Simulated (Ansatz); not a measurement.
## Electronic structure of CH6Ge···HBr in real space

Input file:

```
crystal:
  periodic: [false, false, false]
  atoms:
    - { symbol: Ge, position_ang: [-0.867645, -0.684161, -0.057145] }
    - { symbol: Br, position_ang: [2.791488, -1.281806, 0.072015] }
    - { symbol: H, position_ang: [-0.350984, -1.421342, -1.304955] }
    - { symbol: H, position_ang: [-0.475642, -1.4708, 1.207239] }
    - { symbol: H, position_ang: [-2.407838, -0.59512, -0.129531] }
    - { symbol: H, position_ang: [1.684462, -0.313133, 0.078673] }
    - { symbol: C, position_ang: [-0.181033, 1.151645, 0.021273] }
    - { symbol: H, position_ang: [-0.588508, 1.652814, 0.91319] }
    - { symbol: H, position_ang: [-0.518283, 1.704604, -0.868837] }
    - { symbol: H, position_ang: [0.913982, 1.2573, 0.067977] }
basis:
  gaussian: { orbitals: def2-SVP }
hamiltonian:
  xc: pbe0
relax:
  f_tol: 0.03
  max_steps: 50
output:
  orbitals: {}
```

Run with:

```sh
ansatz run input.yaml --threads 2 --pin off --max-ram 3072MiB --backend cpu --events-out ev --progress --plain --runs-dir out
```

The fields are those of the run's last geometry, not of the input's.

Computed with Ansatz 0.2.0, RKS PBE0/def2-SVP.

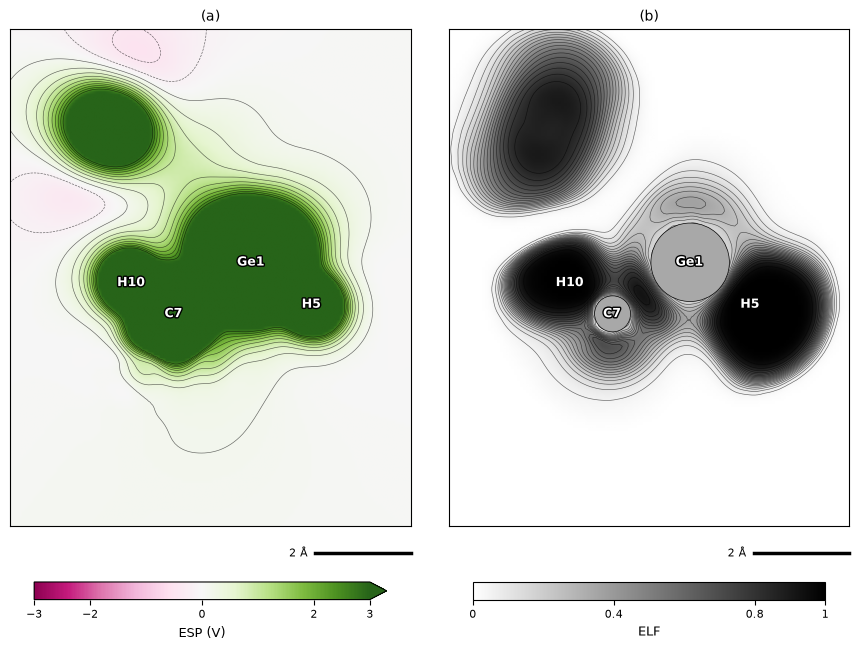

Figure 1. (a) molecular electrostatic potential; (b) electron localisation function on the plane of atoms Ge1, C7 and H10. Grey discs cover the atomic cores in the ELF map.

What do the fields say about this system?

Answer. The section cuts through Ge, H and C sites.
C–Ge (1.95 Å): the ELF peaks at about 0.90 in the valence shell of C, 0.7 Å from its nucleus, and is about 0.70 at the midpoint.
C–H (1.10 Å): the ELF climbs to about 1 towards the hydrogen, as it does in any bond to H (a covalent bond by its length).
Ge–H (1.54 Å): the ELF climbs to about 1 towards the hydrogen.
The ELF also peaks beside Br2, away from the bonds: lone-pair regions.
Outside the dense part of the complex the potential is most negative (−0.5 V) near Br2, which lies off the plane.

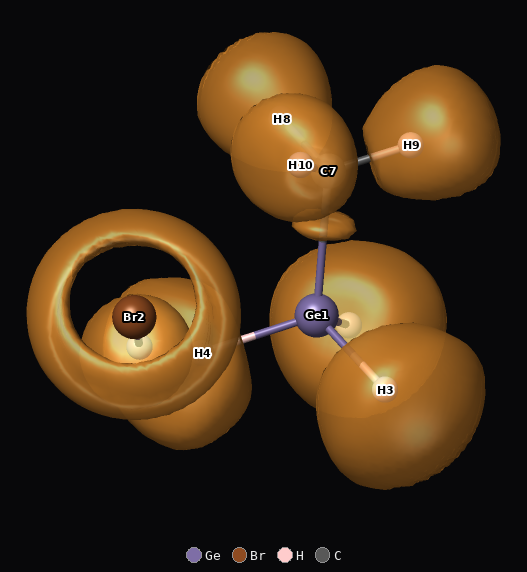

Figure 2. Isosurface of the ELF at 0.85 (orange), seen at an oblique angle. Core shells and regions of very low density are left out.

What do the ELF domains correspond to?

Answer. At this value the surface marks out seven regions around hydrogen nuclei, one lobe of the valence shell of C pointing towards Ge (polar bonds) and one ring or bowl of non-bonding electrons around Br. Profiles from the grid: Ge1···H6 (3.13 Å): the ELF dips to about 0.05 between them (a weak contact between the two molecules).

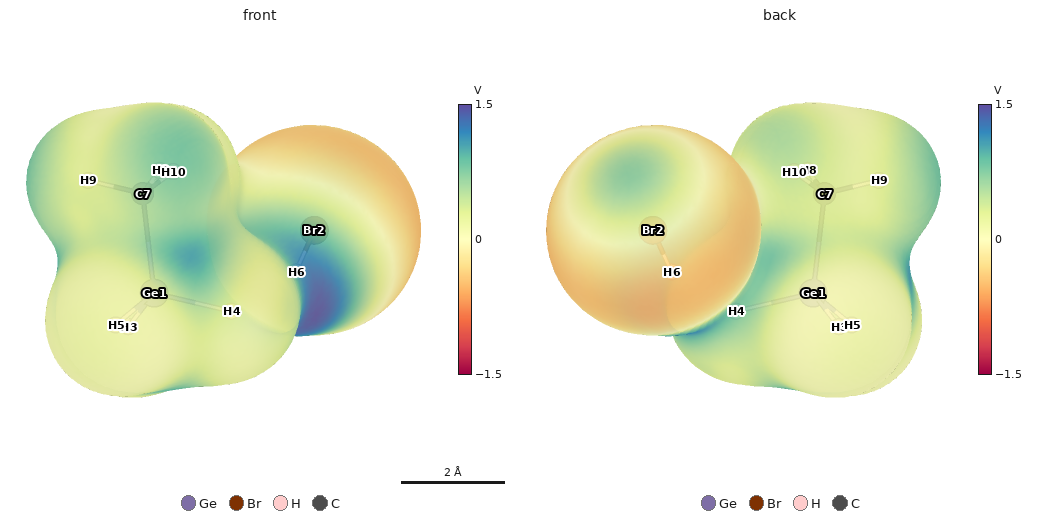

Figure 3. The electrostatic potential painted on the density surface at 0.002 e/bohr³, seen from the front and from behind; the colour scale runs from red (negative) to blue (positive).

Where is the surface potential most negative and most positive?

Answer. The most negative region (about −0.5 V) lies over Br2, the most positive (about +1.4 V) over H6. Br2 shows a σ-hole: about +0.7 V at the tip opposite its bond, against about −0.4 V on its flanks.
